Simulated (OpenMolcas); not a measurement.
# Zr³⁺ among point charges: CASSCF and CASPT2 levels and susceptibility

Aim: the splitting of the states of Zr³⁺ in the field of 6 point charges, its lowest levels with spin-orbit coupling and its magnetic susceptibility.

Program: OpenMolcas 26.06. Level of theory: state-averaged CASSCF and CASPT2, spin-orbit coupling by RASSI with atomic mean-field integrals. These are calculated values, not measurements, unless marked.

### Step 1. Starting point

```
Species                           : Zr³⁺ (zirconium, Z = 40, 37 electrons)
Basis                             : ANO-RCC-VDZP [6s5p3d1f], 43 functions
Scalar Hamiltonian                : DKH2, point nucleus
Inactive shells                   : 1s 2s 2p 3s 3p 3d 4s 4p
Active space                      : 1 electron in 5 orbitals (4d)
Some configurations of this space : 4d
Orbitals                          : optimised for each spin and parity, averaged over all roots
```

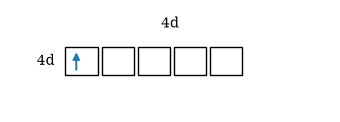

Occupation of the outer shells (arrows by Hund's rule).

The ion sits among 6 point charges of -1 e arranged as a trigonal prism (D3h), 1.97 Å from the ion, with a polar angle of 42.2° against the regular 49.1°.

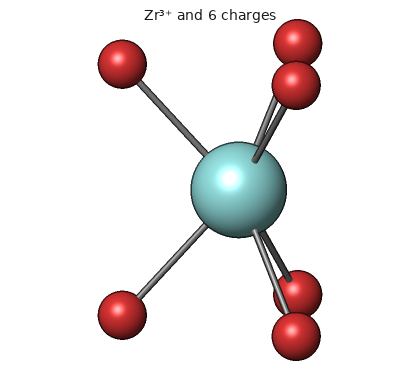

The ion and the point charges (red).

The work runs as a chain of OpenMolcas steps in one folder; each step below is one input file. Labels, J, g values, rates, χT and fits are worked out afterwards by a script from the matrices that RASSI stores.

### Step 2. One- and two-electron integrals

The input, a.inp:

```
&GATEWAY
Coord
1

Zr 0.0 0.0 0.0
Basis=ANO-RCC-VDZP
Group=NoSym
NoMove
AngMom=0.0 0.0 0.0
AMFI
XField
6 Angstrom 0
1.323952 0.000000 1.458784 -1.000000
-0.661976 1.146576 1.458784 -1.000000
-0.661976 -1.146576 1.458784 -1.000000
1.323952 0.000000 -1.458784 -1.000000
-0.661976 1.146576 -1.458784 -1.000000
-0.661976 -1.146576 -1.458784 -1.000000
&SEWARD
```

On the command line:

```console
$ OMP_NUM_THREADS=1 MOLCAS_MEM=1689 MOLCAS_PROJECT=a pymolcas a.inp > a.log
```

Output:

```text
Basis set label: ZR.ANO-RCC...6S5P3D1F.

      Electronic valence basis set:
      ------------------
      Associated Effective Charge  40.000000 au
      Associated Actual Charge     40.000000 au
      Nuclear Model: Point charge

      Shell  nPrim  nBasis  Cartesian Spherical Contaminant
         s      21       6        X
         p      18       5        X
         d      13       3                 X
         f       6       1                 X
                  Relativistic Douglas-Kroll-Hess integrals:
                    - DKH order of Hamiltonian: 2
                    - DKH order of Properties : 0
                  Atomic mean-field integrals
```

### Step 3. Reference wave functions, doublets, 5 roots

The input, a.inp:

```
&RASSCF
FileOrb=start.orb
Symmetry=1
Spin=2
nActEl=1 0 0
Inactive=18
Ras2=5
CIRoot=5 5 1
SDav=5
CIMx=300
Iter=120 100
PrWF=0.3
OrbListing=Nothing
MaxOrb=0
>>> COPY $Project.JobIph JOB001
```

On the command line:

```console
$ OMP_NUM_THREADS=1 MOLCAS_MEM=1689 MOLCAS_PROJECT=a pymolcas a.inp > a.log
```

start.orb holds the contracted functions of the basis, ordered by shell, or the orbitals of the step before.

Output, shortened:

```text
[...]
      Number of active orbitals                  5
[...]
      Spin quantum number                      0.5
[...]
      Active orbitals                            5
[...]
      Number of CSFs                             5
      Number of root(s) required                 5
[...]
      Convergence after 14 iterations
[...]
      Natural orbitals and occupation numbers for root  1
      sym 1:   0.000000   0.000000   0.000000   0.000000   1.000000
      Natural orbitals and occupation numbers for root  2
      sym 1:   1.000000  -0.000000   0.000000   0.000000  -0.000000
      Natural orbitals and occupation numbers for root  3
      sym 1:   0.000000  -0.000000   1.000000   0.000000   0.000000
::    RASSCF root number  1 Total energy:  -3599.24109335
::    RASSCF root number  2 Total energy:  -3599.24109335
::    RASSCF root number  3 Total energy:  -3599.22234939
::    RASSCF root number  4 Total energy:  -3599.15536456
::    RASSCF root number  5 Total energy:  -3599.15536456
```

### Step 4. State interaction with spin-orbit coupling

The input, a.inp:

```
&RASSI
NrOfJobIphs=1 5
1 2 3 4 5
IphNames
JOB001
EJob
SpinOrbit
DIPRint=1.0
SOCoupling=1000.0
Subsets=2
Property=9
'ANGMOM' 1 'ANGMOM' 2 'ANGMOM' 3 'MLTPL  1' 1 'MLTPL  1' 2 'MLTPL  1' 3
'AMFI' 1 'AMFI' 2 'AMFI' 3
SOProperty=3
'ANGMOM' 1 'ANGMOM' 2 'ANGMOM' 3
```

Output, shortened:

```text
SPIN-FREE ENERGIES:
  (Shifted by EMIN (a.u.) =      -3599.2410933531)
 SF State       Relative EMIN(au)   Rel lowest level(eV)    D:o, cm**(-1)      L_eff
     1             0.0000000000        0.0000000000              0.0000         1.9
     2             0.0000000000        0.0000000000              0.0000         1.9
     3             0.0187439608        0.5100491565           4113.8239         1.5
     4             0.0857287912        2.3327992497          18815.2948         1.8
     5             0.0857287941        2.3327993274          18815.2955         1.8
     Dipole printing threshold changed to   1.00000000E+00
[...]
Eigenvalues of complex Hamiltonian:
   -----------------------------------
  (Shifted by EMIN (a.u.) =      -3599.2410933531)
 SO State       Relative EMIN(au)   Rel lowest level(eV)    D:o, cm**(-1)     J-value
     1            -0.0018424700        0.0000000000              0.0000         1.1
     2            -0.0018424700        0.0000000000              0.0000         1.1
     3             0.0017930651        0.0989279502            797.9077         1.1
     4             0.0017930651        0.0989279502            797.9077         1.1
     5             0.0186835448        0.5585413160           4504.9395         1.6
     6             0.0186835448        0.5585413160           4504.9395         1.6
     7             0.0846055217        2.3523696938          18973.1411         1.7
     8             0.0846055217        2.3523696938          18973.1411         1.7
     9             0.0869618844        2.4164895881          19490.3029         1.7
    10             0.0869618844        2.4164895881          19490.3029         1.7
Weights of the five most important spin-orbit-free states for each spin-orbit state.
[...]
```

Time for these steps: 1.9 s (1 thread of Intel Xeon Platinum 8375C at 2.90GHz (Ice Lake), shared host).

States without spin-orbit coupling:

```
state  degeneracy  E (cm-1)  free-ion L (%)
   2E           2         0         D (100)
  2A1           1      4114         D (100)
   2E           2     18815         D (100)
```

With spin-orbit coupling:

| E (cm-1) | Degeneracy | Label | 2S+1 | g |
| --- | --- | --- | --- | --- |
| 0.0 | 2 | E3/2 | 2 | 0.00 0.00 1.86 |
| 797.9 | 2 | E1/2 | 2 | 0.00 0.00 5.86 |
| 4505 | 2 | E1/2 | 2 | 1.88 1.88 2.00 |
| 18973 | 2 | E1/2 | 2 | 0.01 0.12 0.12 |
| 19490 | 2 | E3/2 | 2 | 0.00 0.00 4.00 |

Labels of spin-orbit levels are those of the rotation subgroup (D3 for D3h). Principal g values are given for doublets only; a zero marks a field direction without first-order Zeeman splitting.

Powder χT (cm³ K/mol): 0.11 at 2 K, 0.11 at 5 K, 0.11 at 10 K, 0.12 at 20 K, 0.13 at 50 K, 0.15 at 100 K, 0.17 at 150 K, 0.20 at 200 K, 0.22 at 250 K, 0.25 at 300 K.

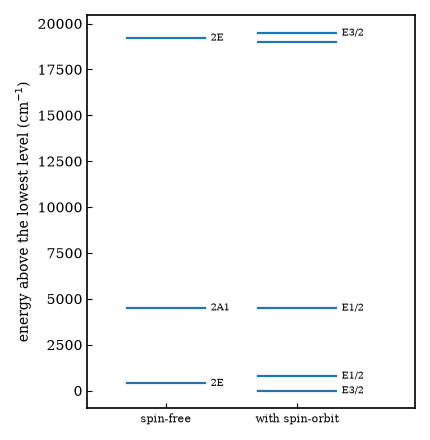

The states in the field without (left) and with (right) spin-orbit coupling.

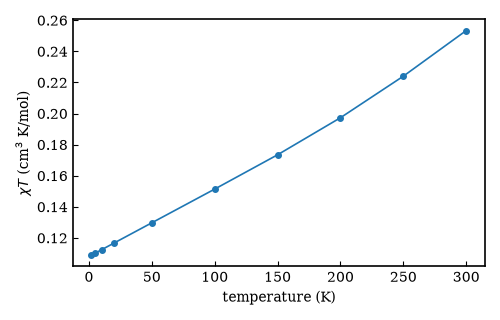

χT against temperature.

Orbitals of the lowest block (energies include the constant potential of the surroundings):

```
shell     space  energy (hartree)  mean occupation  ⟨r²⟩ (bohr²)
   1s  inactive         -664.3489            2.000       0.00182
   2s  inactive          -94.2366            2.000        0.0310
   2p  inactive          -83.7884            6.000        0.0245
   3s  inactive          -16.1317            2.000         0.238
   3p  inactive          -12.6215            6.000         0.246
   3d  inactive           -6.8396           10.000         0.245
   4s  inactive           -1.9163            2.000          1.66
   4p  inactive           -0.8915            6.000          2.06
   4d      RAS2                              1.000          5.68
```

### Step 5. CASPT2: IPEA 0.25, imaginary shift 0.1 (closed shells correlated: 4s 4p)

The input, a.inp:

```
>>> COPY JOB001 $Project.JobIph
&CASPT2
Multistate=5 1 2 3 4 5
NoMult
Frozen=14
IPEA=0.25
Imaginary=0.1
MaxIter=60
WThr=0.0 0.3 0.05
PrWF=0.5
NoMix
```

Output:

```text
Orbital specifications:
      -----------------------

      Symmetry species                           1
                                                 a
      Frozen orbitals                           14
      Inactive orbitals                          4
      Active orbitals                            5
      Secondary orbitals                        20
      Deleted orbitals                           0
      Number of basis functions                 43
Type of calculation                        SS-CASPT2
      Fock operator                              state-specific
      IPEA shift                                 0.25
      Real shift                                 0.00
      Imaginary shift                            0.10
      The input orbitals will be transformed to quasi-canonical
Reference energy:       -3599.2410933531
      E2 (Non-variational):      -0.1651606712
      Shift correction:          -0.0001133843
      E2 (Variational):          -0.1652740555
      Total energy:           -3599.4063674085
      Residual norm:              0.0000007053
      Reference weight:           0.95997
      Contributions to the CASPT2 correlation energy
      Active & Virtual Only:          0.0000000000
      One Inactive Excited:          -0.0329640621
      Two Inactive Excited:          -0.1321966091
Reference energy:       -3599.2410933529
      E2 (Non-variational):      -0.1651505318
      Shift correction:          -0.0001133548
      E2 (Variational):          -0.1652638866
      Total energy:           -3599.4063572395
      Residual norm:              0.0000006957
      Reference weight:           0.95998
      Contributions to the CASPT2 correlation energy
      Active & Virtual Only:          0.0000000000
      One Inactive Excited:          -0.0329539172
      Two Inactive Excited:          -0.1321966146
::    CASPT2 Root  1     Total energy:  -3599.40636741
::    CASPT2 Root  2     Total energy:  -3599.40635724
::    CASPT2 Root  3     Total energy:  -3599.38864296
::    CASPT2 Root  4     Total energy:  -3599.32074912
::    CASPT2 Root  5     Total energy:  -3599.32075127
```

Time for this run: 0.57 s (1 thread of Intel Xeon Platinum 8375C at 2.90GHz (Ice Lake), shared host).

SS-CASPT2: lowest energy less the reference's lowest, -0.1653 hartree; reference weights 0.960.

States without spin-orbit coupling:

```
state  degeneracy  E (cm-1)  free-ion L (%)
   2E           2         0         D (100)
  2A1           1      3889         D (100)
   2E           2     18790         D (100)
```

With spin-orbit coupling:

```tsv
E (cm-1)	Degeneracy	Label	2S+1	g
0	2	E3/2	2	0.00 0.00 1.86
800	2	E1/2	2	0.00 0.00 5.86
4280	2	E1/2	2	1.88 1.88 2.00
18950	2	E1/2	2	0.01 0.12 0.12
19460	2	E3/2	2	0.00 0.00 4.00
```

Powder χT (cm³ K/mol): 0.11 at 2 K, 0.11 at 5 K, 0.11 at 10 K, 0.12 at 20 K, 0.13 at 50 K, 0.15 at 100 K, 0.17 at 150 K, 0.20 at 200 K, 0.22 at 250 K, 0.25 at 300 K.

### Step 6. The methods side by side

A. CASSCF
B. SS-CASPT2, IPEA 0.25, imaginary shift 0.1 (closed shells correlated: 4s 4p)

```
method  ground state  first state of that spin (cm-1)  first gap with spin-orbit (cm-1)  χT at 300 K
     A            2E                         2A1 4114                             797.9         0.25
     B            2E                         2A1 3889                             797.9         0.25
```

### Step 7. What came out

| quantity | value |
| --- | --- |
| method | SS-CASPT2, IPEA 0.25, imaginary shift 0.1 (closed shells correlated: 4s 4p) |
| spin-free ground state | 2E, 2-fold in its orbital part |
| first state of the same spin within the active space | 2A1 at 3890 cm⁻¹ |
| lowest level | 2-fold E3/2, g = 0.00, 0.00, 1.86 |
| next level | 797.9 cm⁻¹ |
| χT at 300 K | 0.25 cm³ K/mol |
| effective moment at 300 K | 1.42 μB |

Cost by method:

```
                                              method  time of its own steps  time with the reference
                                           A. CASSCF                  1.9 s                    1.9 s
B. SS-CASPT2, IPEA 0.25, imaginary shift 0.1, +4s 4p                 0.57 s                    2.4 s
```

Times are of one thread on a shared host.

**Reading.** The spin-free ground state (2E) comes to 100 % from free-ion D terms and keeps the highest spin of the shell. χT at 300 K is 0.25, against 0.38 cm³ K/mol for the spin alone, so orbital moment lowers it. The field of point charges can differ much from that of real complexes. Point charges carry no covalency, so the field is a model and not that of real ligands.
